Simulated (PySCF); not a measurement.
# C3H10BBrN2: the cost of one run

Programs: PySCF 2.14.0, with density-fitted response routines of our own. Each step states its level of theory. These are calculated values for one molecule in the gas phase, unless marked as measured. Atoms count from 0, in the outputs and in this text.

### 1 The molecule as given

17 atoms, charge 0, multiplicity 1; geometry from: GFN2-xTB.

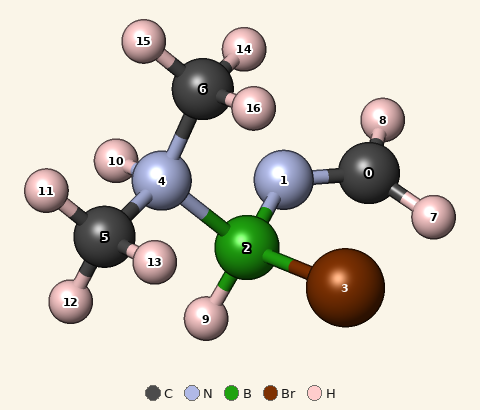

The starting geometry (carbon dark grey, nitrogen light blue, boron green, bromine brown, hydrogen pink), atoms numbered.

### 2 TDDFT and polarisability: wB97X-D/def2-SVPD

The job: settings as JSON, then the geometry in Å.

```
{"job": {"kind": "uv", "xc": "wB97X-D", "basis": "def2-SVPD", "nstates": 8, "ntriplets": 3}, "charge": 0, "multiplicity": 1}
C      2.850517     0.404385     0.268087
N      1.707744     0.302544    -0.220221
B      0.691723    -0.737914     0.004258
Br     0.666404    -1.587980     1.822421
N     -0.735165     0.084591    -0.123837
C     -1.916496    -0.777763    -0.107839
C     -0.850303     1.161236     0.863320
H      3.280125    -0.285169     1.007589
H      3.491401     1.228278    -0.036749
H      0.698091    -1.565778    -0.849863
H     -0.642406     0.513716    -1.043472
H     -2.827748    -0.195181    -0.253412
H     -1.837912    -1.527541    -0.892901
H     -1.970290    -1.288483     0.853867
H      0.042661     1.782232     0.812902
H     -1.733767     1.773057     0.674858
H     -0.921578     0.727798     1.860544
```

Level: TDDFT wB97X-D/def2-SVPD, vertical, gas phase, core orbitals frozen in the response.

Command:

```
OMP_NUM_THREADS=1 python probes_run.py task.json out
```

This one command runs all jobs of the session in turn.

**Question.** How long does this job take on 1 thread of Arm Neoverse N1, shared host, and how much memory does it need?

About 2.2 min, with a peak of 1 GiB.
